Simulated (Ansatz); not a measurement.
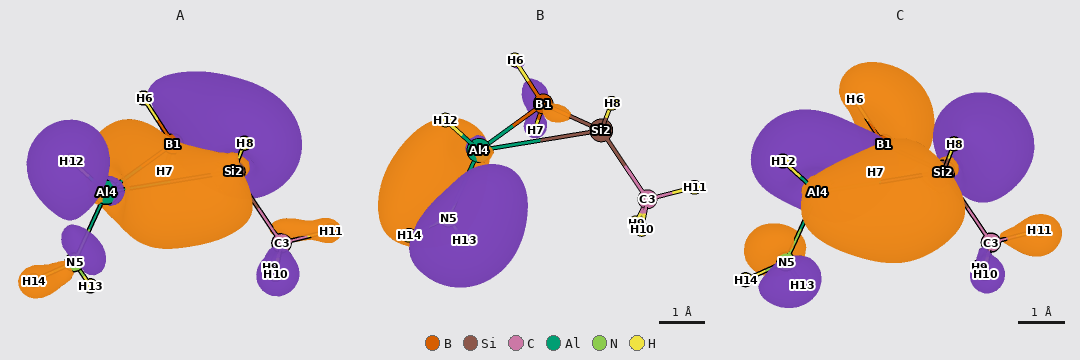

The picture shows: CH₉AlBNSi. Three frontier orbitals at ±0.08 Å⁻³ᐟ² (orange and purple are the two phases), in no order.

Theory: Ansatz, RKS B3LYP-D4/cc-pVDZ.

Input

```
crystal:
  periodic: [false, false, false]
  atoms:
    - { symbol: B, position_ang: [-0.8902, 1.6981, 1.2602] }
    - { symbol: Si, position_ang: [-0.0247, 0.0507, 0.9941] }
    - { symbol: C, position_ang: [1.6701, 0.3689, 0.3374] }
    - { symbol: Al, position_ang: [-1.1358, -1.2353, -0.5758] }
    - { symbol: "N", position_ang: [-0.3603, -1.7911, -2.2151] }
    - { symbol: H, position_ang: [-2.0518, 1.7712, 1.6415] }
    - { symbol: H, position_ang: [-0.3637, 2.7589, 0.9946] }
    - { symbol: H, position_ang: [0.0942, -0.6458, 2.2698] }
    - { symbol: H, position_ang: [1.6482, 0.924, -0.5741] }
    - { symbol: H, position_ang: [2.2252, -0.5998, 0.2263] }
    - { symbol: H, position_ang: [2.2556, 0.9814, 1.1053] }
    - { symbol: H, position_ang: [-2.7048, -1.6537, -0.266] }
    - { symbol: H, position_ang: [0.46035, -2.44585, -1.94356] }
    - { symbol: H, position_ang: [-1.1104, -2.36008, -2.62734] }
basis:
  gaussian: { orbitals: cc-pVDZ }
hamiltonian:
  xc: b3lyp
  dispersion: d4
relax:
  f_tol: 0.015
  max_steps: 40
output:
  orbitals: {}
```

Command:

```sh
ansatz run input.yaml --threads 2 --pin off --max-ram 3072MiB --backend cpu --events-out ev --progress --plain --runs-dir out
```

The fields are those of the relaxed geometry.

Which picture is the HOMO−1, the HOMO and the LUMO?

Answer. B is the HOMO−1 (−6.96 eV). Its weight (Hirshfeld) is mainly on N5 (about 70 %); largely a lone pair of N5. A is the HOMO (−6.38 eV). Its weight (Hirshfeld) is mainly on Si2 (about 35 %), B1 (about 30 %), Al4 (about 20 %) and H12 (about 5 %). C is the LUMO (−1.84 eV). It lies mainly on Si2 (about 30 %), Al4 (about 25 %) and B1 (about 20 %).

What is the HOMO–LUMO gap?

Answer. 4.54 eV between the orbital energies.
